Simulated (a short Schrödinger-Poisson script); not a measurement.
Structure: MOS inversion layer, SiO2 on p-type Ge(100), at 400 K.

| layer | material | thickness (nm) | Na (cm⁻³) |
|---|---|---|---|
| 1 | SiO2 | 2.6 | - |
| 2 | Ge | 1400 | 1.7e17 |

The device is made up for the run: typed textbook-type constants, with dimensions and the other settings drawn at random. SiO2: permittivity 3.9, conduction-band edge (eV) 3.1, gap (eV) 9, electron mass (mₑ) 0.5. Ge: permittivity 16, conduction-band edge (eV) 0, gap (eV) 0.664, Nv at 300 K (cm⁻³) 6e18.

Channel valleys (confinement mass, in-plane density-of-states mass, number): L4 0.12, 0.295, 4. At the gate the conduction-band edge of layer 1 lies 3.17 eV − eVg above the Fermi level of the channel; the field vanishes at the back. Gaps are held at their typed values at every temperature. Mesh 0.03 nm at interfaces.

From a short Schrödinger-Poisson script (our own, NumPy): 1D Poisson equation in equilibrium, electrons quantum, Hartree (BenDaniel-Duke, 12 states a valley, the channel's in-plane mass for all, wave functions free to enter the dielectric), parabolic valleys, classical holes, full ionisation, no traps, pinning or gate leakage.

Only gate voltages with over 1e8 electrons/cm² are shown.

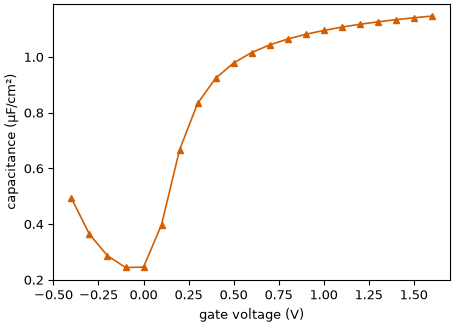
*Quasi-static capacitance against gate voltage*

```csv
Vg (V),electrons (cm⁻²),C (μF/cm²),L4 E0 (meV),L4 E1 (meV)
-0.4,5.19e8,0.493,513.7,523.8
-0.3,5.53e8,0.364,465.4,491.7
-0.2,7.48e8,0.287,402.1,440.1
-0.1,2.16e9,0.244,330.9,377.4
0,1.38e10,0.246,256.3,309.5
0.1,9.44e10,0.398,187.0,245.9
0.2,3.65e11,0.666,138.8,203.0
0.3,8.09e11,0.833,110.1,179.4
0.4,1.34e12,0.924,91.3,165.5
0.5,1.93e12,0.979,77.8,156.3
0.6,2.55e12,1.02,67.1,149.9
0.7,3.19e12,1.04,58.4,145.0
0.8,3.84e12,1.06,51.0,141.3
0.9,4.51e12,1.08,44.5,138.3
1,5.19e12,1.10,38.8,135.9
1.1,5.88e12,1.11,33.6,133.8
1.2,6.57e12,1.12,28.9,132.1
1.3,7.27e12,1.13,24.5,130.7
1.4,7.97e12,1.13,20.4,129.4
1.5,8.68e12,1.14,16.6,128.3
1.6,9.40e12,1.15,13.0,127.4
```

Subbands count from the Fermi level.

Only the L valleys are kept; under strong confinement the Δ valleys of Ge fill too.
